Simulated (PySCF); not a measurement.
# HSSc: the cost of one run

Computed with PySCF 2.14.0; each step states its level. No surroundings beyond the atoms listed, unless a continuum is named. Atoms count from 0, parts from 1.

## (1) Starting point

3 atoms, charge 2, multiplicity 1; geometry: GFN2-xTB. Parts: 1 = atom 0, `[Sc+3]`, charge 3; 2 = atoms 1–2, `[SH-]`, charge -1.

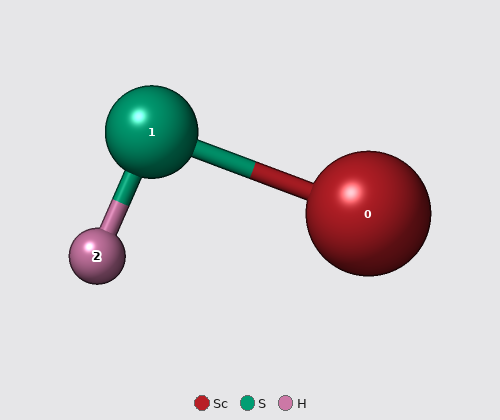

The starting geometry (scandium red, sulfur teal, hydrogen pink), atoms numbered.

## (2) Relaxing the molecule at PBE0-D3(BJ)/def2-SVPD

The job: settings as JSON, then the geometry in Å.

```
{"job": {"xc": "PBE0", "basis": "def2-SVPD", "d3": "d3bj", "grid": 2, "kind": "geom", "shake": 0.01}, "charge": 2, "multiplicity": 1, "parts": [{"atoms": "0-0", "charge": 3, "multiplicity": 1}, {"atoms": "1-2", "charge": -1, "multiplicity": 1}]}
Sc     0.313069    -0.218837     0.068317
S      1.940617    -1.388756     1.459652
H      2.724131    -1.790231     0.335984
```

Run with:

```bash
> OMP_NUM_THREADS=1 python cluster_run.py task.json out
```

This one command runs all jobs of the session in turn.

**Question.** How long does this first job take on 1 thread of Intel Xeon 6975P-C, shared host, and how much memory does it need?

About 6.7 s, with a peak of 0.33 GiB.
